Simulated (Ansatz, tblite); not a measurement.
**GeH2MeF (CH₅FGe): which spin state is lowest**

Is the singlet the ground state of GeH2MeF (CH₅FGe)? Other spin states are computed and compared level by level.

Method: as each input shows; program: Ansatz 0.2.0, Gaussian basis.

Plan: triplet, at the geometry of the singlet (GFN1-xTB, GFN2-xTB, PBE0-D4/def2-TZVP, PBE-D4/def2-TZVP, r2SCAN-D4/def2-TZVP); the singlet's energies come from earlier runs.

### 1 The structure

The singlet was relaxed beforehand with r2SCAN-D4/def2-TZVP.

8 atoms, charge 0, spin multiplicity 1.

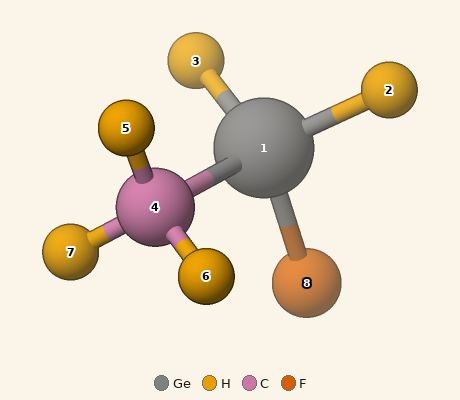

The geometry (germanium grey, hydrogen amber, carbon pink, fluorine orange); atoms are numbered from 1 in the order of the file.

### 2 Triplet at the fixed geometry, GFN1-xTB

Tight binding, by tblite at 300 K electronic temperature and without a spin-polarisation term:

```python
tblite.interface.Calculator('GFN1-xTB', numbers, positions, charge=0, uhf=2).singlepoint()
```

Energy -309.3044 eV; 0.005 s.

### 3 Triplet at the fixed geometry, GFN2-xTB

Tight binding, by tblite at 300 K electronic temperature and without a spin-polarisation term:

```python
tblite.interface.Calculator('GFN2-xTB', numbers, positions, charge=0, uhf=2).singlepoint()
```

Energy -301.0996 eV; 0.004 s.

### 4 Triplet at the fixed geometry, PBE0-D4/def2-TZVP

Input file in.yaml:

```yaml
crystal:
  periodic: [false, false, false]
  atoms:
    - {symbol: Ge, position_ang: [0.479620, -0.674215, 0.345457]}
    - {symbol: H, position_ang: [0.429212, -0.793163, 1.875237]}
    - {symbol: H, position_ang: [1.913839, -0.798065, -0.187973]}
    - {symbol: C, position_ang: [-0.474608, 0.864132, -0.343144]}
    - {symbol: H, position_ang: [-0.018778, 1.788790, 0.016001]}
    - {symbol: H, position_ang: [-1.512872, 0.832118, -0.011853]}
    - {symbol: H, position_ang: [-0.449136, 0.859313, -1.433090]}
    - {symbol: F, position_ang: [-0.367277, -2.078901, -0.260634]}
basis:
  gaussian: {orbitals: def2-TZVP}
magnetization: {spin_polarized: true, initial_magnetization: 2}
hamiltonian: {xc: pbe0, dispersion: d4}
scf: {omitted_lower_state_checks: [starts]}
output: {orbitals: {seedname: orbitals}}
```

Launch:

```sh
> ansatz run in.yaml --threads 4 --pin off --events-out ev --progress --plain --max-ram 3916MiB
```

Output:

```text
Functional definition: PBE0
  name "PBE0"
  cite "Adamo & Barone, J. Chem. Phys. 110, 6158 (1999) doi:10.1063/1.478522"
  cite "Perdew, Burke & Ernzerhof, Phys. Rev. Lett. 77, 3865 (1996) doi:10.1103/PhysRevLett.77.3865"
  parent pbe
  parameter a = 0.25
  parameter kappa = 0.804
  parameter beta = 0.06672455060314922
  exchange = (1 - a)*pbe_x(kappa = kappa, mu = beta*pi^2/3) + a*exact_x
  correlation = pbe_c(beta = beta)
these checks for a lower state are left out or cut short: starts
957 factors; their error is unknown
mean field evaluation 1: about -60329.4835 eV, gradient 4.4e1 eV
mean field evaluation 2: about -60310.7610 eV, gradient 8.0e1 eV
mean field evaluation 4: about -60337.1299 eV, gradient 8.4e0 eV
mean field evaluation 8: about -60337.4216 eV, gradient 1.5e-1 eV
mean field evaluation 16: about -60337.6983 eV, gradient 2.0e-2 eV
mean field evaluation 32: about -60337.7788 eV, gradient 6.2e-3 eV
mean field -60337.77875466 eV, -2217.3724708185 hartree, gradient 7.2e-6 eV, S^2 2.005290; 0 other end points of the search recorded, 0 dependent functions left out
reference -60337.77878342 eV, -2217.3724718753 hartree; 27, 25 occupied and 113, 115 virtual orbitals, 957 factors
Total energy: -60337.87064221 eV, -2217.3758476237 hartree
Checks for a lower state left out: starts
```

Wall time 10 s (4 threads of Arm Neoverse V1, shared host); peak memory 0.57 GiB.

From the report: HOMO -1.82 eV, LUMO -7.35 eV (over both spins; with the spin held, an empty level of the minority spin lies below the top filled one); ⟨S²⟩ 2.005 (pure: 2.00).

### 5 Triplet at the fixed geometry, PBE-D4/def2-TZVP

start.molden holds the orbitals of an earlier run on this state, given as this run's starting guess.

Edit in.yaml of step 4 so:

```diff
@@ -12,5 +12,5 @@
 basis:
-  gaussian: {orbitals: def2-TZVP}
+  gaussian: {orbitals: def2-TZVP, initial_orbitals: start.molden}
 magnetization: {spin_polarized: true, initial_magnetization: 2}
-hamiltonian: {xc: pbe0, dispersion: d4}
+hamiltonian: {xc: pbe, dispersion: d4}
 scf: {omitted_lower_state_checks: [starts]}
```

Launched as before.

Output:

```text
Functional definition: PBE
  name "PBE"
  cite "Perdew, Burke & Ernzerhof, Phys. Rev. Lett. 77, 3865 (1996) doi:10.1103/PhysRevLett.77.3865"
  parent pbe
  parameter kappa = 0.804
  parameter beta = 0.06672455060314922
  exchange = pbe_x(kappa = kappa, mu = beta*pi^2/3)
  correlation = pbe_c(beta = beta)
these checks for a lower state are left out or cut short: starts
914 factors; their error is unknown
mean field evaluation 1: about -60336.3432 eV, gradient 7.4e0 eV
mean field evaluation 2: about -60336.4741 eV, gradient 2.1e-1 eV
mean field evaluation 4: about -60336.4540 eV, gradient 2.0e-2 eV
mean field evaluation 8: about -60336.4540 eV, gradient 2.6e-5 eV
mean field evaluation 16: about -60336.4540 eV, gradient 8.6e-6 eV
mean field -60336.45401144 eV, -2217.3237874031 hartree, gradient 8.6e-6 eV, S^2 2.002064; 0 other end points of the search recorded, 0 dependent functions left out
reference -60336.45404994 eV, -2217.3237888179 hartree; 27, 25 occupied and 113, 115 virtual orbitals, 914 factors
Total energy: -60336.56424548 eV, -2217.3278384293 hartree
Checks for a lower state left out: starts
```

Wall time 4.6 s (4 threads of Arm Neoverse V1, shared host).

Report: HOMO -1.07 eV, LUMO -8.02 eV (over both spins; with the spin held, an empty level of the minority spin lies below the top filled one); ⟨S²⟩ 2.002 (pure: 2.00).

### 6 Triplet at the fixed geometry, r2SCAN-D4/def2-TZVP

Edit in.yaml of step 5 so:

```diff
@@ -14,3 +14,3 @@
 magnetization: {spin_polarized: true, initial_magnetization: 2}
-hamiltonian: {xc: pbe, dispersion: d4}
+hamiltonian: {xc: r2scan, dispersion: d4}
 scf: {omitted_lower_state_checks: [starts]}
```

Same command.

Output, shortened:

```text
Functional definition: r2SCAN
  name "r2SCAN"
  cite "Furness, Kaplan, Ning, Perdew & Sun, J. Phys. Chem. Lett. 11, 8208 (2020) doi:10.1021/acs.jpclett.0c02405"
  cite "Furness, Kaplan, Ning, Perdew & Sun, J. Phys. Chem. Lett. 11, 9248 (2020) doi:10.1021/acs.jpclett.0c03077"
  parent r2scan
[...]
914 factors; their error is unknown
[...]
mean field -60347.06727562 eV, -2217.7138176676 hartree, gradient 7.0e-6 eV, S^2 2.005405; 0 other end points of the search recorded, 0 dependent functions left out
reference -60347.06728824 eV, -2217.7138181314 hartree; 27, 25 occupied and 113, 115 virtual orbitals, 914 factors
Total energy: -60347.09311519 eV, -2217.7147672543 hartree
Checks for a lower state left out: starts
```

Run time: 11 s. Hardware: 4 threads of Arm Neoverse V1, shared host.

HOMO -1.16 eV, LUMO -8.00 eV (over both spins; with the spin held, an empty level of the minority spin lies below the top filled one); ⟨S²⟩ 2.005 (pure: 2.00).

### 7 Triplet less singlet, vertical

The singlet's energies are those of its earlier runs, whose logs aren't repeated here.

```tsv
level	triplet less singlet, vertical (kJ/mol)	time
GFN1-xTB	+699.5	0.009 s
GFN2-xTB	+833.2	0.007 s
PBE-D4/def2-TZVP	+677.9	6.1 s
r2SCAN-D4/def2-TZVP	+702.3	14 s
PBE0-D4/def2-TZVP	+722.3	12 s
```

Times add the two runs; a level without a time comes out of a correlated run. Tight binding without a spin term can't rank spin states.

### 8 What came out

```
                                                quantity                                       value
triplet less singlet, vertical, functionals in def2-TZVP  +677.9 (PBE-D4) to +722.3 kJ/mol (PBE0-D4)
```

In words: All functionals put the triplet above the singlet, over a spread of 44.4 kJ/mol. The checks for a lower triplet were left out, so another state of that spin may lie lower. These are electronic energies, without zero-point motion, entropy or surroundings.
